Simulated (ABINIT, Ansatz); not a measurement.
# Converging GW for Rb2AlTlH6 (Fm-3m) in ABINIT, part 2 of 2

What does each rung of G0W0 on Rb2AlTlH6 (Fm-3m) cost, and what does it buy?

ABINIT 10.8.3; LDA and many-body steps on it, plane waves. Known limits of the many-body steps: not at the basis limit; exchange with frozen shells missing; no spin-orbit coupling; coarse k mesh.

So far. Step 3 (Screening, 2×2×2 mesh, 53 bands, screening to 62.6 eV): Local fields lower ε∞ by 15 %. On a Γ-centred mesh this coarse the value itself is usually too large, while a short band sum pulls it down. Step 4 (53 bands, 62.6 eV): The gap on the mesh goes from 0.40 eV to 1.28 eV, a correction of +0.88 eV.

## (6) 128 bands, 114.3 eV

This step: G0W0 on LDA, plane waves, norm-conserving pseudopotentials.

run.abi reads:

```
acell 3*1.0 Angstrom
rprim 
  0.000000000000 4.343365000000 4.343365000000
  4.343365000000 -0.000000000000 4.343365000000
  4.343365000000 4.343365000000 -0.000000000000
ntypat 4
znucl 37 13 81 1
natom 10
typat 1 1 2 3 4 4 4 4 4 4
xred 
  0.250000000000 0.250000000000 0.250000000000
  0.750000000000 0.750000000000 0.750000000000
  0.500000000000 0.500000000000 0.500000000000
  0.000000000000 0.000000000000 -0.000000000000
  0.294156000000 0.705844000000 0.705844000000
  0.294156000000 0.705844000000 0.294156000000
  0.705844000000 0.294156000000 0.705844000000
  0.705844000000 0.705844000000 0.294156000000
  0.294156000000 0.294156000000 0.705844000000
  0.705844000000 0.294156000000 0.294156000000
pp_dirpath "pseudos"
pseudos "Rb.upf, Al.upf, Tl.upf, H.upf"
ecut 31
ngkpt 2 2 2
nshiftk 1
shiftk 0 0 0
kptopt 1
chksymbreak 0
istwfk *1
occopt 1
irdwfk 1
optdriver 4
nband 128
gwcalctyp 0
ecutsigx 31
symsigma 1
nkptgw 3
kptgw 
  0.5000000000 0.5000000000 0.0000000000
  0.5000000000 0.0000000000 0.0000000000
  0.0000000000 0.0000000000 0.0000000000
bdgw 
  19 22
  18 23
  19 23
ecuteps 4.2
irdscr 1
ppmodel 1
indata_prefix "in"
outdata_prefix "out"
tmpdata_prefix "tmp"
```

On the command line:

```bash
> OMP_NUM_THREADS=1 mpirun -n 4 abinit run.abi > log
```

Numbers of over 12 decimals in the logs are rounded to 6 here.

The log of the run:

```text
.Version 10.8.3 of ABINIT. v10.8.2 released Aug 2026.

 Symmetries : space group Fm -3 m (#225); Bravais cF (face-center cubic)
[... echo of the input left out ...]
== DATASET  1 ==================================================================
-   mpi_nproc: 4, omp_nthreads: 1 (-1 if OMP is not activated)

--- !DatasetInfo
iteration_state: {dtset: 1, }
dimensions: {natom: 10, nkpt: 3, mband: 128, nsppol: 1, nspinor: 1, nspden: 1, mpw: 9185, }
cutoff_energies: {ecut:  31.0, pawecutdg:  -1.0, }
electrons: {nelect:   4.00000000E+01, charge:   0.00000000E+00, occopt:   1.00000000E+00, tsmear:   1.00000000E-02, }

 SIGMA: Calculation of the GW corrections

 Based on a program developped by R.W. Godby, V. Olevano, G. Onida, and L. Reining.
 Incorporated in ABINIT by V. Olevano, G.-M. Rignanese, and M. Torrent.
.Using double precision arithmetic ; gwpc =  8

[... cell and pseudopotentials left out ...]
--------------------------------------------------------------------------------

 ==== K-mesh for the wavefunctions ====
 Number of points in the irreducible wedge :     3
[... list of points left out ...]
 Together with 48 symmetry operations and time-reversal symmetry
 yields     8 points in the full Brillouin Zone.

 ==== Q-mesh for screening function ====
 Number of points in the irreducible wedge :     3
[... list of points left out ...]
 Together with 48 symmetry operations and time-reversal symmetry
 yields     8 points in the full Brillouin Zone.

 vcoul_init : cutoff-mode = AUXILIARY_FUNCTION
 q-points for optical limit:   1
     1)      0.000010    0.000020    0.000030
 setmesh: FFT mesh size selected  =    60x   60x   60
          total number of points  =       216000

 Number of electrons calculated from density =   40.0000; Expected =   40.0000
[...]
Perturbative Calculation

--- !SelfEnergy_ee
iteration_state: {dtset: 1, }
kpoint     : [   0.500,    0.500,    0.000, ]
spin       : 1
KS_gap     :    1.814
QP_gap     :    2.892
Delta_QP_KS:    1.078
data: !SigmaeeData |
     Band     E0 <VxcDFT>   SigX SigC(E0)      Z dSigC/dE  Sig(E)    E-E0       E
       19   1.021 -11.193 -13.861   2.213   0.768  -0.303 -11.543  -0.350   0.672
       20   2.165 -11.838 -13.677   1.467   0.776  -0.289 -12.126  -0.288   1.877
       21   3.979  -9.184  -5.356  -2.844   0.802  -0.247  -8.394   0.790   4.769
[...]
--- !SelfEnergy_ee
iteration_state: {dtset: 1, }
kpoint     : [   0.500,    0.000,    0.000, ]
spin       : 1
KS_gap     :    2.698
QP_gap     :    3.801
Delta_QP_KS:    1.104
data: !SigmaeeData |
     Band     E0 <VxcDFT>   SigX SigC(E0)      Z dSigC/dE  Sig(E)    E-E0       E
[...]
--- !SelfEnergy_ee
iteration_state: {dtset: 1, }
kpoint     : [   0.000,    0.000,    0.000, ]
spin       : 1
KS_gap     :    3.500
QP_gap     :    4.547
Delta_QP_KS:    1.047
data: !SigmaeeData |
     Band     E0 <VxcDFT>   SigX SigC(E0)      Z dSigC/dE  Sig(E)    E-E0       E
[...]
22   4.155  -9.390  -5.698  -2.777   0.799  -0.252  -8.660   0.730   4.885
       23   4.155  -9.390  -5.698  -2.777   0.799  -0.252  -8.660   0.730   4.885

 New Fermi energy :        9.509135E-02 Ha ,    2.587568E+00 eV

 === QP Band Gaps ===
  >>>> For spin  1
   Minimum direct gap =   2.8922 [eV], located at k-point      :   0.5000  0.5000  0.0000
   Fundamental gap    =   1.4211 [eV], Top of valence bands at :   0.5000  0.5000  0.0000
                                       Bottom of conduction at :   0.5000  0.0000  0.0000

== END DATASET(S) ==============================================================
================================================================================

 -outvars: echo values of variables after computation  --------
           etotal      0.0000000000E+00
            nband         128
             nkpt           3
          spgroup         225
 [... the other variables as echoed above ...]

 Calculation completed.
```

Elapsed: 24 s, on 4 MPI ranks of Arm Neoverse V1, shared host; peak memory 1.2 GiB; 94 s of CPU time.

Numbers from this step:

| Property | Result |
| --- | --- |
| G0W0 gap on the points computed | 1.421 eV |
| starting gap on the mesh | 0.4014 eV |
| k of the valence top | 0.5, 0.5, 0 |
| k of the conduction bottom | 0.5, 0, 0 |
| Z at the valence top | 0.776 |
| Z at the conduction bottom | 0.808 |
| least direct G0W0 gap on the computed points | 2.892 eV |

Against G0W0 in ABINIT (2×2×2 mesh, 53 bands, screening to 62.6 eV, Godby-Needs plasmon pole), the gap moves by +0.138 eV.

## (7) Screening, 2×2×2 mesh, 286 bands, screening to 176.9 eV

This step: RPA screening on LDA, plane waves, norm-conserving pseudopotentials.

Changes to run.abi since step 6:

```diff
@@ -31,19 +31,8 @@
 irdwfk 1
-optdriver 4
-nband 128
-gwcalctyp 0
-ecutsigx 31
-symsigma 1
-nkptgw 3
-kptgw 
-  0.5000000000 0.5000000000 0.0000000000
-  0.5000000000 0.0000000000 0.0000000000
-  0.0000000000 0.0000000000 0.0000000000
-bdgw 
-  19 22
-  18 23
-  19 23
-ecuteps 4.2
-irdscr 1
-ppmodel 1
+optdriver 3
+nband 286
+ecuteps 6.5
+inclvkb 2
+awtr 1
+symchi 1
 indata_prefix "in"
```

The log of the run:

```text
.Version 10.8.3 of ABINIT. v10.8.2 released Aug 2026.

 Symmetries : space group Fm -3 m (#225); Bravais cF (face-center cubic)
[... echo of the input left out ...]
== DATASET  1 ==================================================================
-   mpi_nproc: 4, omp_nthreads: 1 (-1 if OMP is not activated)

--- !DatasetInfo
iteration_state: {dtset: 1, }
dimensions: {natom: 10, nkpt: 3, mband: 286, nsppol: 1, nspinor: 1, nspden: 1, mpw: 9185, }
cutoff_energies: {ecut:  31.0, pawecutdg:  -1.0, }
[...]
--------------------------------------------------------------------------------
[... chi0 elements left out ...]
 For q-point:  0.000010 0.000020 0.000030
  dielectric constant =   9.0161
  dielectric constant without local fields =  10.5665

  Average fulfillment of the sum rule on Im[epsilon] for q-point    1 :     95.53  [%]
[... wings left out ...]
  q-point number  2        q = ( 0.500000, 0.000000, 0.000000) [r.l.u.]
--------------------------------------------------------------------------------
[... chi0 elements left out ...]
  Average fulfillment of the sum rule on Im[epsilon] for q-point    2 :    101.72  [%]

 [... 1 further q-points ...]
```

Elapsed: 82 s, on 4 MPI ranks; peak memory 2.5 GiB.

This step gave:

* ε∞ with local fields, on this mesh, along the program's q direction: 9.016
* the same without local fields: 10.57
* plasma frequency: 18.35 eV
* plane waves in the screening matrix: 893

## (8) 286 bands, 176.9 eV

This step: G0W0 on LDA, plane waves, norm-conserving pseudopotentials.

Changes to run.abi since step 7:

```diff
@@ -31,8 +31,19 @@
 irdwfk 1
-optdriver 3
+optdriver 4
 nband 286
+gwcalctyp 0
+ecutsigx 31
+symsigma 1
+nkptgw 3
+kptgw 
+  0.5000000000 0.5000000000 0.0000000000
+  0.5000000000 0.0000000000 0.0000000000
+  0.0000000000 0.0000000000 0.0000000000
+bdgw 
+  19 22
+  18 23
+  19 23
 ecuteps 6.5
-inclvkb 2
-awtr 1
-symchi 1
+irdscr 1
+ppmodel 1
 indata_prefix "in"
```

The log of the run:

```text
.Version 10.8.3 of ABINIT. v10.8.2 released Aug 2026.

 Symmetries : space group Fm -3 m (#225); Bravais cF (face-center cubic)
[... echo of the input left out ...]
== DATASET  1 ==================================================================
-   mpi_nproc: 4, omp_nthreads: 1 (-1 if OMP is not activated)

--- !DatasetInfo
iteration_state: {dtset: 1, }
dimensions: {natom: 10, nkpt: 3, mband: 286, nsppol: 1, nspinor: 1, nspden: 1, mpw: 9185, }
cutoff_energies: {ecut:  31.0, pawecutdg:  -1.0, }
[...]
Minimum direct gap =   3.0124 [eV], located at k-point      :   0.5000  0.5000  0.0000
   Fundamental gap    =   1.5653 [eV], Top of valence bands at :   0.5000  0.5000  0.0000
                                       Bottom of conduction at :   0.5000  0.0000  0.0000

== END DATASET(S) ==============================================================
================================================================================

 -outvars: echo values of variables after computation  --------
           etotal      0.0000000000E+00
            nband         286
             nkpt           3
          spgroup         225
 [... the other variables as echoed above ...]

 Calculation completed.
```

It took 2.5 min on 4 MPI ranks; peak memory 2.6 GiB; 10 min of CPU time.

This step gave:

```
G0W0 gap on the points computed              : 1.565 eV
starting gap on the mesh                     : 0.4014 eV
k of the valence top                         : 0.5, 0.5, 0
k of the conduction bottom                   : 0.5, 0, 0
least direct G0W0 gap on the computed points : 3.012 eV
```

Against G0W0 in ABINIT (2×2×2 mesh, 128 bands, screening to 114.3 eV, Godby-Needs plasmon pole), the gap moves by +0.144 eV.

## (9) The runs together

Times are wall times on 4 MPI ranks of Arm Neoverse V1, shared host, good to a factor of about two. A run's time includes the screening step that it read.

| run | mesh | bands | screening cutoff (eV) | DFT gap (eV) | gap on the mesh (eV) | direct (eV) | ε∞ used | time |
| --- | --- | --- | --- | --- | --- | --- | --- | --- |
| 53 bands, 62.6 eV | 2×2×2 | 53 | 62.6 | 0.401 | 1.283 | 2.813 | 8.92 | 17 s |
| 128 bands, 114.3 eV | 2×2×2 | 128 | 114.3 | 0.401 | 1.421 | 2.892 | 8.98 | 48 s |
| 286 bands, 176.9 eV | 2×2×2 | 286 | 176.9 | 0.401 | 1.565 | 3.012 | 9.02 | 3.9 min |

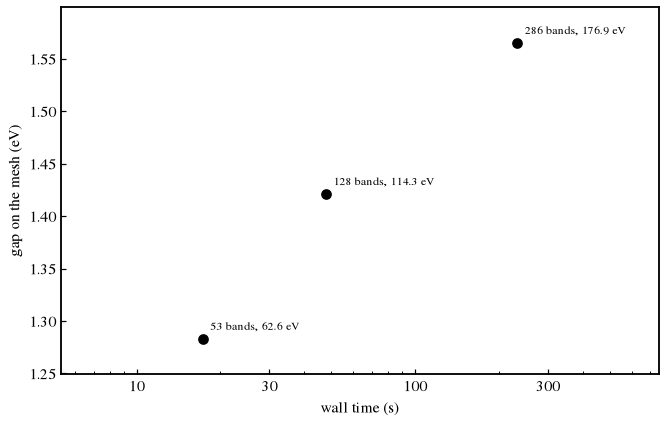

Result against wall time.

## (10) Summary of results

| Quantity | Value |
| --- | --- |
| 53 bands, 62.6 eV | 1.283 eV |
| 128 bands, 114.3 eV | 1.421 eV |
| 286 bands, 176.9 eV | 1.565 eV |
| known limits | not at the basis limit; exchange with frozen shells missing; no spin-orbit coupling; coarse k mesh |

In words: From the first rung to the last the gap moves by +0.28 eV for 13 times the time. The steps are not yet shrinking, so no limit is drawn. The 2×2×2 mesh is coarse for this cell, which bears on the long-range parts of exchange and screening. Where an edge is built on 6p states of lead, bismuth or thallium, scalar-relativistic gaps usually stand too wide, by a few tenths to over one eV. The norm-conserving file of at least one element keeps a d shell over frozen s and p shells of the same row. Exchange with those shells is missing from the self-energy, an error of 0.3 to 0.9 eV in cases checked, whose sign depends on which edge lies on those atoms. The many-body steps are scalar-relativistic: spin-orbit coupling is not in them.

[Paths, hosts, dates, memory and timing lines, banners, echoed tables and standing remarks are left out of the program output.]

[Logs are printed without paths, hosts, clocks, repeated set-up lines and the standing remarks that a program may print on its own settings, such as how far it seeks lower states.]

[Runs of the session that timed out or met a known fault of the program may be left out.]

[Hosts, paths, dates, database ids (printed as entryN), source tags and the programs' standing remarks are cut or masked in the printed files.]

[G0W0 gaps are taken among the corrected bands and points alone; a level outside them can change the order at an edge.]

[Where Ansatz stands beside ABINIT at settings called matched, ABINIT's density can come from a denser mesh and the files from another edition; pairs whose starting gaps differed by over 0.03 eV were left out, so agreement reads better than it is.]
